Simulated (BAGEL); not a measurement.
# CH8BN (SMILES [BH3-][NH2+]C): a chain of runs

Wanted: the energy (HF/def2-SV(P)), then the energy (NEVPT2(2,2)/def2-SV(P)), then a single-point energy (CASPT2(2,2)/def2-SV(P)) of CH8BN. 

The calculation is run with BAGEL 1.2.2.

2 further runs of the same task are left out: 2 set aside as unsound or not needed.

**1. The system as given**

The species is CH8BN (11 atoms), meant as a singlet with charge 0. SMILES: `[BH3-][NH2+]C`. One bond was lengthened or shortened from a relaxed shape.

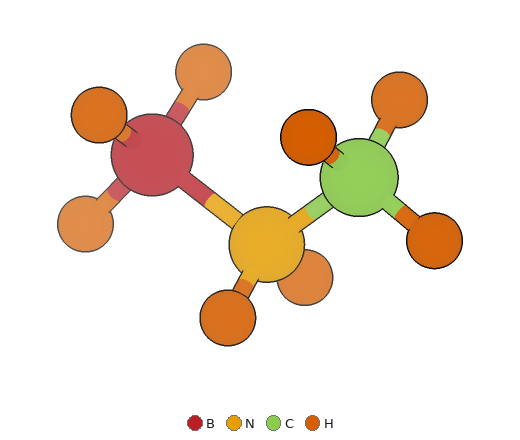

The structure, seen from a chosen angle (boron red, nitrogen amber, carbon green, hydrogen orange).

**2. A single-point energy at HF/def2-SV(P) (density fitting with svp-jkfit) (run 1)**

Input file input.json:

```json
{ "bagel": [

{
  "title": "molecule",
  "basis": "def2-sv_p_.json",
  "df_basis": "svp-jkfit",
  "angstrom": true,
  "geometry": [
    { "atom": "B", "xyz": [   -0.884112,    0.943941,   -0.316179 ] },
    { "atom": "N", "xyz": [   -0.405212,   -0.585559,   -0.040279 ] },
    { "atom": "C", "xyz": [    1.052088,   -0.749159,    0.044121 ] },
    { "atom": "H", "xyz": [   -2.096612,    0.902941,   -0.356479 ] },
    { "atom": "H", "xyz": [   -0.380812,    1.253641,   -1.376779 ] },
    { "atom": "H", "xyz": [   -0.458612,    1.589441,    0.620121 ] },
    { "atom": "H", "xyz": [   -0.839212,   -0.903259,    0.821221 ] },
    { "atom": "H", "xyz": [   -0.721000,   -1.084700,   -0.669900 ] },
    { "atom": "H", "xyz": [    1.419988,   -0.112159,    0.846521 ] },
    { "atom": "H", "xyz": [    1.487788,   -0.405159,   -0.892379 ] },
    { "atom": "H", "xyz": [    1.334088,   -1.787459,    0.230021 ] }
  ]
},
{
  "title": "hf"
},
{
  "title": "print",
  "file": "orbitals.molden",
  "orbitals": true
}

]}
```

The basis set def2-SV(P) is read from a file made from the Basis Set Exchange's data (not shown).

Command:

```bash
$ BAGEL_NUM_THREADS=1 BAGEL input.json > input.out
```

What it wrote:

```text
* using 1 threads per process

  ===============================================================
  ===============================================================

  *** Geometry ***

  { "atom" : "B", "xyz" : [     -1.670730,      1.783790,     -0.597492 ] },
  { "atom" : "N", "xyz" : [     -0.765740,     -1.106546,     -0.076116 ] },
  { "atom" : "C", "xyz" : [      1.988158,     -1.415705,      0.083377 ] },
  { "atom" : "H", "xyz" : [     -3.962022,      1.706311,     -0.673648 ] },
  { "atom" : "H", "xyz" : [     -0.719630,      2.369038,     -2.601735 ] },
  { "atom" : "H", "xyz" : [     -0.866651,      3.003608,      1.171859 ] },
  { "atom" : "H", "xyz" : [     -1.585881,     -1.706912,      1.551883 ] },
  { "atom" : "H", "xyz" : [     -1.362493,     -2.049786,     -1.265928 ] },
  { "atom" : "H", "xyz" : [      2.683388,     -0.211950,      1.599693 ] },
  { "atom" : "H", "xyz" : [      2.811512,     -0.765640,     -1.686352 ] },
  { "atom" : "H", "xyz" : [      2.521061,     -3.377808,      0.434677 ] },

  Number of auxiliary basis functions:      371

  Since a DF basis is specified, we compute 2- and 3-index integrals:
    o Being stored without compression. Storage requirement is 0.010 GB

  Number of basis functions:       58
  Number of electrons      :       26

    * METHOD: MOLECULE                             0.26

  *** RHF ***

  === Nuclear Repulsion ===
    83.3846267146

      * DIIS with orbital gradients will be used.

  === RHF iteration (def2-sv_p_.json) ===
      0       -121.37768153          0.01969445           0.04
      1       -121.49115082          0.00815973           0.04
      2       -121.50715294          0.00211226           0.04
      3       -121.50850841          0.00037984           0.04
      4       -121.50855580          0.00007815           0.04
      5       -121.50855862          0.00001797           0.04
      6       -121.50855879          0.00000681           0.04
      7       -121.50855881          0.00000132           0.04
      8       -121.50855881          0.00000020           0.04
      9       -121.50855881          0.00000005           0.04
     10       -121.50855881          0.00000001           0.03
     11       -121.50855881          0.00000000           0.04
    * SCF iteration converged.

    * Permanent dipole moment:
           (   -0.788927,     2.072456,    -0.422474) a.u.

    * METHOD: HF                                   0.61

    * METHOD: PRINT                                0.02

  ===============================================================
```

It took 1.1 s on 1 thread of Intel Xeon Platinum 8259CL at 2.50GHz (Skylake/Cascade Lake), shared host; peak memory 0.15 GiB.

**3. A single-point energy at NEVPT2(2,2)/def2-SV(P) (density fitting with svp-jkfit) (run 2)**

Input file job.json:

```json
{ "bagel" : [

{
  "title" : "molecule",
  "basis" : "def2-sv_p_.json",
  "df_basis" : "svp-jkfit",
  "angstrom" : true,
  "geometry" : [
    { "atom" : "B", "xyz" : [   -0.884112,    0.943941,   -0.316179 ] },
    { "atom" : "N", "xyz" : [   -0.405212,   -0.585559,   -0.040279 ] },
    { "atom" : "C", "xyz" : [    1.052088,   -0.749159,    0.044121 ] },
    { "atom" : "H", "xyz" : [   -2.096612,    0.902941,   -0.356479 ] },
    { "atom" : "H", "xyz" : [   -0.380812,    1.253641,   -1.376779 ] },
    { "atom" : "H", "xyz" : [   -0.458612,    1.589441,    0.620121 ] },
    { "atom" : "H", "xyz" : [   -0.839212,   -0.903259,    0.821221 ] },
    { "atom" : "H", "xyz" : [   -0.721000,   -1.084700,   -0.669900 ] },
    { "atom" : "H", "xyz" : [    1.419988,   -0.112159,    0.846521 ] },
    { "atom" : "H", "xyz" : [    1.487788,   -0.405159,   -0.892379 ] },
    { "atom" : "H", "xyz" : [    1.334088,   -1.787459,    0.230021 ] }
  ]
},
{
  "title" : "hf"
},
{
  "title" : "casscf",
  "nstate" : 1,
  "nact" : 2,
  "nclosed" : 12,
  "active" : [4, 16],
  "maxiter" : 200,
  "natocc" : true
},
{
  "title" : "nevpt2",
  "nstate" : 1,
  "nact" : 2,
  "nclosed" : 12,
  "active" : [4, 16],
  "maxiter" : 200,
  "natocc" : true,
  "ncore" : 3
},
{
  "title" : "print",
  "file" : "orbitals.molden",
  "orbitals" : true
}

]}
```

The basis set def2-SV(P) is read from a file made from the Basis Set Exchange's data (not shown).

Command:

```bash
$ BAGEL_NUM_THREADS=1 BAGEL job.json > job.out
```

What it wrote:

```text
* using 1 threads per process

  ===============================================================
  ===============================================================

  *** Geometry ***

  { "atom" : "B", "xyz" : [     -1.670730,      1.783790,     -0.597492 ] },
  { "atom" : "N", "xyz" : [     -0.765740,     -1.106546,     -0.076116 ] },
  { "atom" : "C", "xyz" : [      1.988158,     -1.415705,      0.083377 ] },
[... 7 lines of this table left out ...]
  { "atom" : "H", "xyz" : [      2.521061,     -3.377808,      0.434677 ] },

  Number of auxiliary basis functions:      371

  Since a DF basis is specified, we compute 2- and 3-index integrals:
    o Being stored without compression. Storage requirement is 0.010 GB

  Number of basis functions:       58
  Number of electrons      :       26

    * METHOD: MOLECULE                             0.25

  *** RHF ***

  === Nuclear Repulsion ===
    83.3846267146

      * DIIS with orbital gradients will be used.

  === RHF iteration (def2-sv_p_.json) ===
      0       -121.37768153          0.01969445           0.04
      1       -121.49115082          0.00815973           0.04
      2       -121.50715294          0.00211226           0.04
[... 8 lines of this table left out ...]
     11       -121.50855881          0.00000000           0.04
    * SCF iteration converged.

    * Permanent dipole moment:
           (   -0.788927,     2.072456,    -0.422474) a.u.

    * METHOD: HF                                   0.63

  ---------------------------
      CASSCF calculation
  ---------------------------

    ==== Active orbitals : =====
         Orbital 4
         Orbital 16
    ============================

    * nstate   :      1
    * nclosed  :     12
    * nact     :      2
    * nvirt    :     44
  === CASSCF iteration (def2-sv_p_.json) ===

    * Using the second-order algorithm

      0  0      -121.50861284     2.46e-05      0.02

      1  0      -121.50905926     1.55e-04      0.19
[... 17 lines of this table left out ...]
     10  0      -121.52300479     7.34e-09      0.19

    * Second-order optimization converged. *

     guess   0:   closed 1.                   open ..

  === FCI iteration ===

      0  0      -121.50849872     9.73e-02      0.00
      1  0      -121.52299891     1.47e-03      0.00
      2  0 *    -121.52300479     4.02e-15      0.00

     * ci vector, state   0, <S^2> = 0.0000
       2.     0.9972332581
       .2    -0.0743359192

    * METHOD: CASSCF                               2.41

    * freezing 3 orbitals

  === DF-NEVPT2 calculation ===

    * 3-index integral transformation done
    * assembly done

      NEVPT2 correlation energy:   -0.3611685495      0.16

          (+0)     -0.3030897457
          (+0)'    -0.0229916088
          (+1)     -0.0028652121
          (+1)'    -0.0000000000
          (+2)     -0.0001687526
          (-1)     -0.0261411530
          (-1)'     0.0000000000
          (-2)     -0.0059120773

      NEVPT2 total energy:       -121.8841733407

    * METHOD: NEVPT2                               0.25

    * METHOD: PRINT                                0.02

  ===============================================================
```

It took 3.9 s on 1 thread of Intel Xeon Platinum 8259CL at 2.50GHz (Skylake/Cascade Lake), shared host; peak memory 0.15 GiB.

**4. A single-point energy at CASPT2(2,2)/def2-SV(P) (density fitting with svp-jkfit) (run 3)**

Input file input.json:

```json
{ "bagel": [

{
  "title": "molecule",
  "basis": "def2-sv_p_.json",
  "df_basis": "svp-jkfit",
  "angstrom": true,
  "geometry": [
    { "atom": "B", "xyz": [      -0.884112,       0.943941,      -0.316179 ] },
    { "atom": "N", "xyz": [      -0.405212,      -0.585559,      -0.040279 ] },
    { "atom": "C", "xyz": [       1.052088,      -0.749159,       0.044121 ] },
    { "atom": "H", "xyz": [      -2.096612,       0.902941,      -0.356479 ] },
    { "atom": "H", "xyz": [      -0.380812,       1.253641,      -1.376779 ] },
    { "atom": "H", "xyz": [      -0.458612,       1.589441,       0.620121 ] },
    { "atom": "H", "xyz": [      -0.839212,      -0.903259,       0.821221 ] },
    { "atom": "H", "xyz": [      -0.721000,      -1.084700,      -0.669900 ] },
    { "atom": "H", "xyz": [       1.419988,      -0.112159,       0.846521 ] },
    { "atom": "H", "xyz": [       1.487788,      -0.405159,      -0.892379 ] },
    { "atom": "H", "xyz": [       1.334088,      -1.787459,       0.230021 ] }
  ]
},

{ "title": "hf" },

{ "title": "casscf", "nstate": 1, "nact": 2, "nclosed": 12, "active": [4, 16], "maxiter": 200, "natocc": true },

{ "title": "print", "file": "orbitals.molden", "orbitals": true },

{ "title": "smith", "method": "caspt2", "ms": true, "xms": true, "sssr": true, "shift": 0.2, "shift_imag": true, "ncore": 3 }

]}
```

The basis set def2-SV(P) is read from a file made from the Basis Set Exchange's data (not shown).

Command:

```bash
$ BAGEL_NUM_THREADS=1 BAGEL input.json > input.out
```

What it wrote:

```text
* using 1 threads per process

  ===============================================================
  ===============================================================

  *** Geometry ***

  { "atom" : "B", "xyz" : [     -1.670730,      1.783790,     -0.597492 ] },
  { "atom" : "N", "xyz" : [     -0.765740,     -1.106546,     -0.076116 ] },
  { "atom" : "C", "xyz" : [      1.988158,     -1.415705,      0.083377 ] },
[... 7 lines of this table left out ...]
  { "atom" : "H", "xyz" : [      2.521061,     -3.377808,      0.434677 ] },

  Number of auxiliary basis functions:      371

  Since a DF basis is specified, we compute 2- and 3-index integrals:
    o Being stored without compression. Storage requirement is 0.010 GB

  Number of basis functions:       58
  Number of electrons      :       26

    * METHOD: MOLECULE                             0.23

  *** RHF ***

  === Nuclear Repulsion ===
    83.3846267146

      * DIIS with orbital gradients will be used.

[... 6 lines left out ...]
    * SCF iteration converged.
[... 1 line left out ...]
    * Permanent dipole moment:
[... 27 lines left out ...]
    * Second-order optimization converged. *
[... 9 lines left out ...]
     * ci vector, state   0, <S^2> = 0.0000
[... 16 lines left out ...]
    * Zeroth order energy : state  0       -1.7570645381
[... 4 lines left out ...]
       #      aibj      arbs      arbi      airj      risj      airs      arst      rist         Etot      error   time
[... 2 lines left out ...]
       0  -0.30277  -0.00699  -0.02724  -0.00317  -0.00023  -0.02025  -0.00000  -0.00000   -0.3606490  0.0025944   0.10
       1  -0.30314  -0.00707  -0.02740  -0.00325  -0.00025  -0.02084  -0.00000  -0.00000   -0.3619489  0.0004275   0.09
       2  -0.30318  -0.00707  -0.02739  -0.00325  -0.00025  -0.02086  -0.00000  -0.00000   -0.3620015  0.0000918   0.09
       3  -0.30317  -0.00707  -0.02739  -0.00325  -0.00026  -0.02087  -0.00000  -0.00000   -0.3620032  0.0000192   0.08
       4  -0.30317  -0.00707  -0.02739  -0.00325  -0.00026  -0.02087  -0.00000  -0.00000   -0.3620033  0.0000050   0.10
       5  -0.30317  -0.00707  -0.02739  -0.00325  -0.00026  -0.02087   0.00000  -0.00000   -0.3620033  0.0000011   0.10
       6  -0.30317  -0.00707  -0.02739  -0.00325  -0.00026  -0.02087   0.00000  -0.00000   -0.3620033  0.0000003   0.10

      ------------------------------------------------------------------------------------------------------------------

    * CASPT2 energy : state  0     -121.8867706701
        w/o shift correction       -121.8850081092
        reference weight              0.8933265547

    * METHOD: SMITH                                0.84

  ===============================================================
```

It took 4.5 s on 1 thread of Intel Xeon Platinum 8259CL at 2.50GHz (Skylake/Cascade Lake), shared host; peak memory 0.15 GiB.

**5. Summary of results**

```
                                   quantity          value
         run 1, HF/def2-SV(P): total energy  -121.50856 Eh
        run 1, HF/def2-SV(P): dipole moment         5.74 D
          run 1, HF/def2-SV(P): HOMO energy      -11.13 eV
          run 1, HF/def2-SV(P): LUMO energy        3.96 eV
        run 1, HF/def2-SV(P): HOMO–LUMO gap       15.09 eV
run 2, NEVPT2(2,2)/def2-SV(P): total energy  -121.88417 Eh
run 3, CASPT2(2,2)/def2-SV(P): total energy  -121.88677 Eh
```
